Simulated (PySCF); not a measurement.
C$_{4}$H$_{9}$N, SMILES `C/C=N/CC`.

Level of theory: B3LYP/cc-pVDZ (PySCF), at a geometry from GFN2-xTB. No frequency check shows the geometry to be a minimum. Without diffuse functions Rydberg states are missing, so the states' numbers hold for this basis only.

Geometry (Å), atoms numbered from 1:

```
C1       2.4420    0.3429   -0.0003
C2       1.1598   -0.4104   -0.0004
N3       0.0576    0.1860    0.0001
C4      -1.1846   -0.5437    0.0001
C5      -2.3476    0.4399    0.0013
H6       2.2457    1.4107   -0.0018
H7       3.0275    0.0766   -0.8771
H8       3.0259    0.0788    0.8828
H9       1.2546   -1.5092   -0.0007
H10     -1.2423   -1.1937   -0.8836
H11     -1.2440   -1.1915    0.8845
H12     -3.2949   -0.0936   -0.0012
H13     -2.2958    1.0723   -0.8844
H14     -2.2974    1.0745    0.8777
```

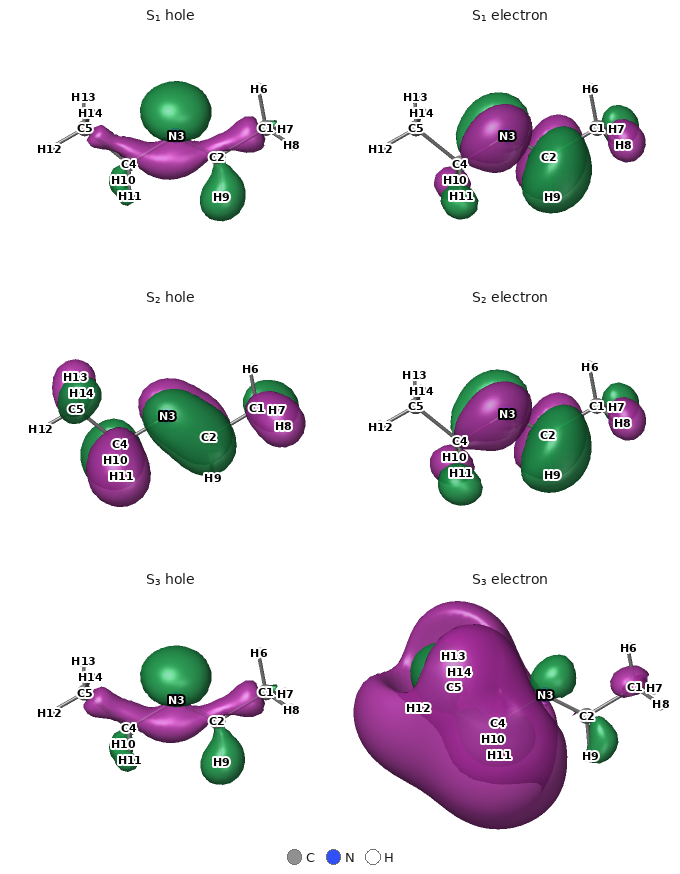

Leading natural transition orbitals (full linear response singlet states).

> Describe these excited states.

By state:
- S₁: 4.97 eV (249 nm), f = 0.000 (dark), n → π*; the leading pair carries 100 %; hole on N3 (60 %), C2 (10 %) and C4 (9 %), electron on C2 (38 %), N3 (34 %) and C1 and C4 (5 % each); their centroids lie 0.6 Å apart.
- S₂: 7.35 eV (169 nm), f = 0.168 (bright); the leading pair carries 79 %; hole on N3 (34 %), C2 (18 %) and C4 (14 %), electron on C2 (31 %), N3 (26 %) and H9 (9 %) (shares are of the whole state, not of the leading pair alone); their centroids lie 0.8 Å apart.
- S₃: 7.79 eV (159 nm), f = 0.087, n → σ*, charge transfer, whose energy this functional puts too low; the leading pair carries 99 %; hole on N3 (59 %), C2 and C4 (10 % each) and H9 (7 %), electron on H10 and H11 (17 % each), C4 (17 %) and C5 (13 %); their centroids lie 1.9 Å apart.
